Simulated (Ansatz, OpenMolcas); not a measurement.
## C2H7NSi (SMILES C=NC[SiH3]): methods side by side

C2H7NSi: 11 atoms, total charge 0, spin state singlet. As SMILES, `C=NC[SiH3]`. Geometry: relaxed at PBE0-D4/def2-TZVP. This is one conformer, not always the lowest.

```
atom    x (Å)    y (Å)    z (Å)
   C  -0.6394   1.8693   0.3639
   N  -0.9986   0.7131   0.0180
   C  -0.2990  -0.4170   0.5626
  Si   0.7063  -1.2574  -0.8027
   H  -1.1459   2.7335  -0.0632
   H   0.1669   2.0590   1.0866
   H  -1.0299  -1.1514   0.9179
   H   0.3652  -0.1617   1.4045
   H   1.7296  -0.3113  -1.3199
   H  -0.1798  -1.6830  -1.9145
   H   1.3899  -2.4501  -0.2324
```

Each level gives the vertical energy of the triplet above the singlet (eV). The values are calculated.

| level | kind | program | value (eV) | less CCSD(T)/cc-pVDZ |
| --- | --- | --- | --- | --- |
| SVWN5/cc-pVDZ | LDA | Ansatz | 4.30 | -0.36 |
| PBE/cc-pVDZ | GGA | OpenMolcas | 4.25 | -0.41 |
| TPSS/cc-pVDZ | meta-GGA | OpenMolcas | 4.26 | -0.40 |
| B3LYP/cc-pVDZ | global hybrid | OpenMolcas | 4.30 | -0.36 |
| CAM-B3LYP/cc-pVDZ | range-separated hybrid | Ansatz | 4.28 | -0.38 |
| wB97X/cc-pVDZ | range-separated hybrid | Ansatz | 4.35 | -0.31 |
| CCSD(T)/cc-pVDZ | coupled cluster or CI | Ansatz | 4.66 | 0.00 |
| CCSD/cc-pVDZ | coupled cluster or CI | Ansatz | 4.57 | -0.09 |

CCSD(T)/cc-pVDZ is the highest level here, not the true value. The values span 4.25 to 4.66 eV.

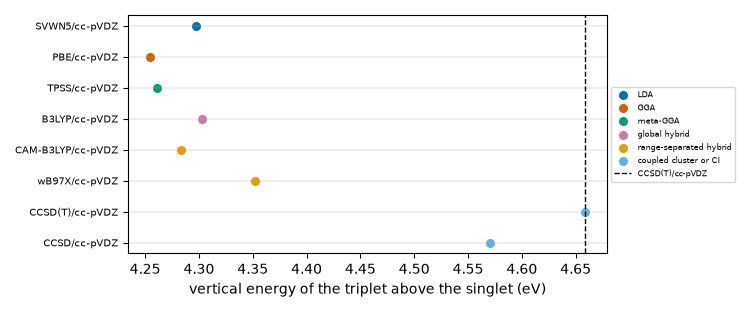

The values of the table, level by level.
